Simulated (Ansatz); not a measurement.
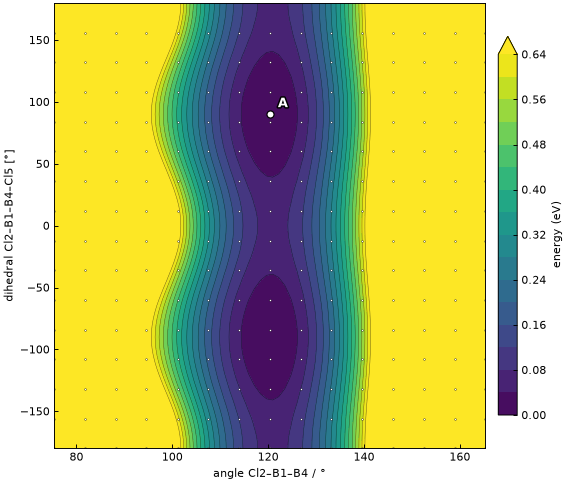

B2(Cl)4. The first coordinate is: angle Cl2–B1–B4; the second: dihedral Cl2–B1–B4–Cl5. Nothing is relaxed (all other coordinates rigid). Grid: 15 × 15 points; 180 points were computed and 45 follow by symmetry. All energies are given in eV relative to the relaxed molecule at the same level. Computed with RKS PBE0-D4/def2-SVP (Ansatz).

Drawn: filled contours, dots at the grid points, one colour for all values above the top of the scale, the well A. Between grid points the surface is interpolated.

### Where is the minimum, and how stiff is the well along each coordinate? Take the well at A.

The interpolated minimum is at angle Cl2–B1–B4 ≈ 120.3°, dihedral Cl2–B1–B4–Cl5 ≈ 90°. The curvatures there are about 7.5 eV/rad² and 0.13 eV/rad², with a cross term of about 0 eV/rad². Round the minimum the two coordinates are nearly uncoupled.
